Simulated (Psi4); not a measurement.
**Single-point calculation of NaF (part 2 of 2)**

NaF; CCSD(T)/CBS, RHF (Psi4 1.11). The geometry comes from this level: PBE0-D4/def2-TZVP.

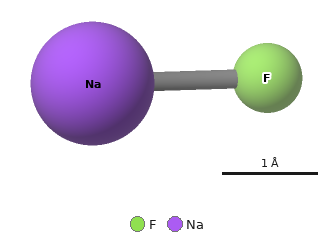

The structure (ball-and-stick view, seen at a tilt). Sticks mark near contacts.

**Output, continued**
```
            **************************
            *                        *
            *        CCTRIPLES       *
            *                        *
            **************************

    Wave function   =    CCSD_T
    Reference wfn   =      RHF

    Nuclear Rep. energy (wfn)                =   27.254943605581587
    SCF energy          (wfn)                = -261.338064258875590
    Reference energy    (file100)            = -261.338101968483272
    CCSD energy         (file100)            =   -0.209403403370075
    Total CCSD energy   (file100)            = -261.547505371853333

    Number of ijk index combinations:               20
    Approx. words needed per explicit thread:           10976
    Number of threads for explicit ijk threading:    1

    MKL num_threads set to 1 for explicit threading.

    (T) energy                                =   -0.003364886591317
      * CCSD(T) total energy                  = -261.550870258444661

    Psi4 run time: 0:00:05.17

    -----------------------------------------------------------------------
                               Psi4 1.11 release

    h
    h
    h

    -----------------------------------------------------------------------

    Memory:     1.5 GiB
    Threads:    1
                ecpint, einsums, f̶o̶r̶t̶e̶, gauxc, gcp, g̶d̶m̶a̶, geometric, g̶p̶u̶_̶d̶f̶c̶c̶,
                i̶n̶t̶e̶g̶r̶a̶t̶o̶r̶x̶x̶, i̶p̶i̶, libefp, m̶d̶i̶, m̶p̶2̶d̶, m̶r̶c̶c̶, ooo,
                o̶p̶e̶n̶f̶e̶r̶m̶i̶o̶n̶p̶s̶i̶4̶, pcmsolver, p̶s̶i̶4̶f̶o̶c̶k̶c̶i̶, p̶s̶i̶x̶a̶s̶,
                p̶y̶e̶i̶n̶s̶u̶m̶s̶, r̶e̶s̶p̶, s̶i̶m̶i̶n̶t̶, s̶n̶s̶m̶p̶2̶,
                v̶2̶r̶d̶m̶_̶c̶a̶s̶s̶c̶f̶

   => Loading Basis Set <=

    Name: JUN-CC-PVTZ
    Role: ORBITAL
    Keyword: BASIS

         ---------------------------------------------------------
                                   SCF
                              RHF Reference
                        1 Threads,   1525 MiB Core
         ---------------------------------------------------------

  ==> Geometry <==

    Molecular point group: c2v
    Full point group: C_inf_v

    Geometry (in Bohr), charge = 0, multiplicity = 1:

       Center              X                  Y                   Z               Mass
    ------------   -----------------  -----------------  -----------------  -----------------
         F            0.000000000000     0.000000000000    -1.988829474165    18.998403162730
         NA           0.000000000000    -0.000000000000     1.643539076388    22.989769282000

  Running in c2v symmetry.

  Rotational constants: A = ************  B =      0.43862  C =      0.43862 [cm^-1]
  Rotational constants: A = ************  B =  13149.53453  C =  13149.53453 [MHz]
  Nuclear repulsion =   27.254943605581587

  Charge       = 0
  Multiplicity = 1
  Electrons    = 20
  Nalpha       = 10
  Nbeta        = 10

  ==> Algorithm <==

  SCF Algorithm Type is DF.
  DIIS enabled.
  MOM disabled.
  Fractional occupation disabled.
  Guess Type is SAD.
  Energy threshold   = 1.00e-08
  Density threshold  = 1.00e-07
  Integral threshold = 1.00e-12

  ==> Primary Basis <==

  Basis Set: JUN-CC-PVTZ
    Blend: JUN-CC-PVTZ
    Number of shells: 28
    Number of basis functions: 82
    Number of Cartesian functions: 94
    Spherical Harmonics?: true
    Max angular momentum: 3

   => Loading Basis Set <=

    Name: (JUN-CC-PVTZ AUX)
    Role: JKFIT
    Keyword: DF_BASIS_SCF

  ==> Integral Setup <==

  DFHelper Memory: AOs need 0.012 GiB; user supplied 1.118 GiB.
  SCF_SUBTYPE=INCORE selected. In-core MEM_DF algorithm will be used.
  Using in-core AOs.

  ==> MemDFJK: Density-Fitted J/K Matrices <==

    J tasked:                   Yes
    K tasked:                   Yes
    wK tasked:                   No
    Memory [MiB]:              1144
    Algorithm:                 Core
    Schwarz Cutoff:           1E-12
    Mask sparsity (%):       0.0000
    Fitting Condition:        1E-10

   => Auxiliary Basis Set <=

  Basis Set: (JUN-CC-PVTZ AUX)
    Blend: DEF2-UNIVERSAL-JKFIT + JUN-CC-PVTZ-JKFIT
    Number of shells: 63
    Number of basis functions: 207
    Number of Cartesian functions: 253
    Spherical Harmonics?: true
    Max angular momentum: 4

  Minimum eigenvalue in the overlap matrix is 1.0386940838E-04.
  Reciprocal condition number of the overlap matrix is 2.2608837224E-05.
    Using symmetric orthogonalization.

  ==> Pre-Iterations <==

  SCF Guess: Superposition of Atomic Densities via on-the-fly atomic UHF (no occupation information).

   -------------------------
    Irrep   Nso     Nmo
   -------------------------
     A1        36      36
     A2         8       8
     B1        19      19
     B2        19      19
   -------------------------
    Total      82      82
   -------------------------

  ==> Iterations <==

                           Total Energy        Delta E     RMS |[F,P]|

   @DF-RHF iter SAD:  -260.62831067728092   -2.60628e+02   0.00000e+00
   @DF-RHF iter   1:  -261.26386395216053   -6.35553e-01   1.19731e-02 ADIIS/DIIS
   @DF-RHF iter   2:  -261.31080959946564   -4.69456e-02   1.04518e-02 ADIIS/DIIS
   @DF-RHF iter   3:  -261.37005982748576   -5.92502e-02   2.24405e-04 ADIIS/DIIS
   @DF-RHF iter   4:  -261.37012184264859   -6.20152e-05   7.27055e-05 DIIS
   @DF-RHF iter   5:  -261.37012664333002   -4.80068e-06   1.01079e-05 DIIS
   @DF-RHF iter   6:  -261.37012691402884   -2.70699e-07   2.04531e-06 DIIS
   @DF-RHF iter   7:  -261.37012692909434   -1.50655e-08   4.27846e-07 DIIS
   @DF-RHF iter   8:  -261.37012692964288   -5.48539e-10   5.08379e-08 DIIS
  Energy and wave function converged.

  ==> Post-Iterations <==

    Orbital Energies [Eh]
    ---------------------

    Doubly Occupied:

       1A1   -40.462199     2A1   -26.068265     3A1    -2.787112
       4A1    -1.512834     1B2    -1.510629     1B1    -1.510629
       5A1    -1.322856     6A1    -0.440106     2B1    -0.427546
       2B2    -0.427546

    Virtual:

       7A1    -0.015787     3B2     0.012933     3B1     0.012933
       8A1     0.017505     9A1     0.026438     4B2     0.042528
       4B1     0.042528    10A1     0.054661     1A2     0.065786
      11A1     0.065786     5B2     0.081364     5B1     0.081364
      12A1     0.090443     6B2     0.122677     6B1     0.122677
      13A1     0.134630    14A1     0.173197     2A2     0.218281
      15A1     0.218281     7B2     0.240779     7B1     0.240779
      16A1     0.242994    17A1     0.329523     8B2     0.345144
       8B1     0.345144     9B1     0.356195     9B2     0.356195
      18A1     0.414048    10B1     0.515064    10B2     0.515064
      19A1     0.521878     3A2     0.521878    20A1     0.569353
      11B2     0.580408    11B1     0.580408     4A2     0.590161
      21A1     0.590161    22A1     0.645505    12B1     0.662082
      12B2     0.662082    23A1     0.942364     5A2     1.126019
      24A1     1.126019    25A1     1.143583    13B1     1.244957
      13B2     1.244957    14B1     1.544898    14B2     1.544898
      26A1     1.675127    27A1     1.990659    28A1     2.360936
       6A2     3.111794    29A1     3.111794    30A1     3.203428
      15B1     3.244275    15B2     3.244275    16B2     5.580682
      16B1     5.580682    31A1     5.773100    32A1     7.601355
      17B2     7.605514    17B1     7.605514    33A1     7.606463
       7A2     7.606463    18B1     7.608363    18B2     7.608363
      34A1     9.563062     8A2     9.563062    35A1     9.615487
      19B1     9.660780    19B2     9.660780    36A1    11.932623

    Final Occupation by Irrep:
             A1    A2    B1    B2
    DOCC [     6,    0,    2,    2 ]
    NA   [     6,    0,    2,    2 ]
    NB   [     6,    0,    2,    2 ]

  @DF-RHF Final Energy:  -261.37012692964288

   => Energetics <=

    Nuclear Repulsion Energy =             27.2549436055815875
    One-Electron Energy =                -424.3107037203611753
    Two-Electron Energy =                 135.6856331851366804
    Total Energy =                       -261.3701269296428791

Computation Completed

Properties will be evaluated at   0.000000,   0.000000,   0.000000 [a0]

Properties computed using the SCF density matrix

 Multipole Moments:

 ------------------------------------------------------------------------------------
     Multipole            Electronic (a.u.)      Nuclear  (a.u.)        Total (a.u.)
 ------------------------------------------------------------------------------------

 L = 1.  Multiply by 2.5417464519 to convert [e a0] to [Debye]
 Dipole X            :          0.0000000           -0.0000000           -0.0000000
 Dipole Y            :          0.0000000            0.0000000            0.0000000
 Dipole Z            :          3.1375374            0.1794646            3.3170020
 Magnitude           :                                                    3.3170020

 ------------------------------------------------------------------------------------

	total time  =          1 seconds =       0.02 minutes

  //>>>>>>>>>>>>>>>>>>>>>>>>>>>>>>>>>>>//
  //               DFMP2               //
  //<<<<<<<<<<<<<<<<<<<<<<<<<<<<<<<<<<<//

   => Loading Basis Set <=

    Name: (JUN-CC-PVTZ AUX)
    Role: RIFIT
    Keyword: DF_BASIS_MP2

	 --------------------------------------------------------
	                          DF-MP2
	      2nd-Order Density-Fitted Moller-Plesset Theory
	              RMP2 Wavefunction,   1 Threads

	 --------------------------------------------------------

   => Auxiliary Basis Set <=

  Basis Set: (JUN-CC-PVTZ AUX)
    Blend: DEF2-QZVPP-RI + JUN-CC-PVTZ-RI
    Number of shells: 69
    Number of basis functions: 263
    Number of Cartesian functions: 335
    Spherical Harmonics?: true
    Max angular momentum: 4

	 --------------------------------------------------------
	                 NBF =    82, NAUX =   263
	 --------------------------------------------------------
	   CLASS    FOCC     OCC    AOCC    AVIR     VIR    FVIR
	   PAIRS       6      10       4      72      72       0
	 --------------------------------------------------------

	-----------------------------------------------------------
	 ==================> DF-MP2 Energies <====================
	-----------------------------------------------------------
	 Reference Energy          =    -261.3701269296428791 [Eh]
	 Singles Energy            =      -0.0000000000000000 [Eh]
	 Same-Spin Energy          =      -0.0750412341853376 [Eh]
	 Opposite-Spin Energy      =      -0.2068192591044097 [Eh]
	 Correlation Energy        =      -0.2818604932897473 [Eh]
	 Total Energy              =    -261.6519874229326206 [Eh]
	-----------------------------------------------------------
	 ================> DF-SCS-MP2 Energies <==================
	-----------------------------------------------------------
	 SCS Same-Spin Scale       =       0.3333333333333333 [-]
	 SCS Opposite-Spin Scale   =       1.2000000000000000 [-]
	 SCS Same-Spin Energy      =      -0.0250137447284459 [Eh]
	 SCS Opposite-Spin Energy  =      -0.2481831109252916 [Eh]
	 SCS Correlation Energy    =      -0.2731968556537375 [Eh]
	 SCS Total Energy          =    -261.6433237852966158 [Eh]
	-----------------------------------------------------------

	total time  =          0 seconds =       0.00 minutes

    Psi4 run time: 0:00:01.55

  //>>>>>>>>>>>>>>>>>>>>>>>>>>>>>>>>>>>//
  //            CBS Results            //
  //<<<<<<<<<<<<<<<<<<<<<<<<<<<<<<<<<<<//

   ==> Components <==

  ---------------------------------------------------------------------------------------------------------
                          Method / Basis                      Rqd      Energy [Eh]   Variable
  ---------------------------------------------------------------------------------------------------------
                              hf / jun-cc-pvtz                 *     -261.37012693   HF TOTAL ENERGY
                             mp2 / jun-cc-pvtz                 *     -261.65198742   MP2 TOTAL ENERGY
                              hf / jun-cc-pvdz                 *     -261.33806426   HF TOTAL ENERGY
                             mp2 / jun-cc-pvdz                 *     -261.54853733   MP2 TOTAL ENERGY
                            ccsd / jun-cc-pvdz                       -261.54750537   CCSD TOTAL ENERGY
                         ccsd(t) / jun-cc-pvdz                 *     -261.55087026   CCSD(T) TOTAL ENERGY
  ---------------------------------------------------------------------------------------------------------

   ==> Stages <==

  ---------------------------------------------------------------------------------------------------------
      Stage               Method / Basis                       Wt      Energy [Eh]   Scheme
  ---------------------------------------------------------------------------------------------------------
        scf                   hf / jun-cc-pvtz                  1    -261.37012693   xtpl_highest_1
       corl                  mp2 / jun-cc-pv[dt]z               1    -261.69554536   corl_xtpl_helgaker_2
       corl                   hf / jun-cc-pv[dt]z              -1    -261.38362700   corl_xtpl_helgaker_2
     delta1              ccsd(t) / jun-cc-pvdz                  1    -261.55087026   xtpl_highest_1
     delta1                  mp2 / jun-cc-pvdz                 -1    -261.54853733   xtpl_highest_1
  ---------------------------------------------------------------------------------------------------------

   ==> CBS <==

  ---------------------------------------------------------------------------------------------------------
      Stage               Method / Basis                               Energy [Eh]   Scheme
  ---------------------------------------------------------------------------------------------------------
        scf                   hf / jun-cc-pvtz                       -261.37012693   xtpl_highest_1
       corl                  mp2 / jun-cc-pv[dt]z                      -0.31191835   corl_xtpl_helgaker_2
     delta1        ccsd(t) - mp2 / jun-cc-pvdz                         -0.00233292   xtpl_highest_1
      total                  CBS                                     -261.68437821
  ---------------------------------------------------------------------------------------------------------
```

**Standard output**
```
E = -261.684378208
CBS CORRELATION ENERGY                             -0.3142512782
CBS DELTA1 TOTAL ENERGY                            -0.0023329246
CBS NUMBER                                          2.0000000000
CBS REFERENCE ENERGY                             -261.3701269296
CBS TOTAL ENERGY                                 -261.6843782079
CURRENT CORRELATION ENERGY                         -0.3142512782
CURRENT ENERGY                                   -261.6843782079
CURRENT REFERENCE ENERGY                         -261.3701269296
NUCLEAR REPULSION ENERGY                           27.2549436056
```

The run was set up as follows.

**The input (run.py)**
```python
import psi4

psi4.set_memory(1600000000)
psi4.set_num_threads(1)
psi4.core.set_output_file('output.dat', False)

with open('fna.xyz') as f:
    atoms = ''.join(f.readlines()[2:])
molecule = psi4.geometry('0 1\n' + atoms + '')

options = {'scf_type': 'df', 'freeze_core': True, 'cachelevel': 1, 'd_convergence': 1e-07, 'maxiter': 80}
psi4.set_options(options)

e_tot, wfn = psi4.energy("mp2/jun-cc-pv[dt]z + d:ccsd(t)/jun-cc-pvdz", return_wfn=True)
print('E =', round(e_tot, 9))
for k, v in sorted(psi4.core.scalar_variables().items()):
    print(f'{k:45s} {v:18.10f}')
```

**File fna.xyz**
```
2
FNa
F     -0.804100     0.240100    -0.422400
Na     0.833600    -0.300300     0.426500
```

Launch command:
```bash
python run.py
```

**Key numbers**

- outcome: converged
- total energy: −261.684378 hartree
- correlation energy: −0.314251 hartree
- hardware: 1 thread of Intel Xeon (Granite Rapids), 12 GiB of memory available, shared host
- wall time: 9.9 s (CPU time 6.5 s; the host was busy)
- peak memory: 0.49 GiB

**Notes**

Settings chosen away from the usual ones: cachelevel set to 1; d_convergence set to 1e-07.
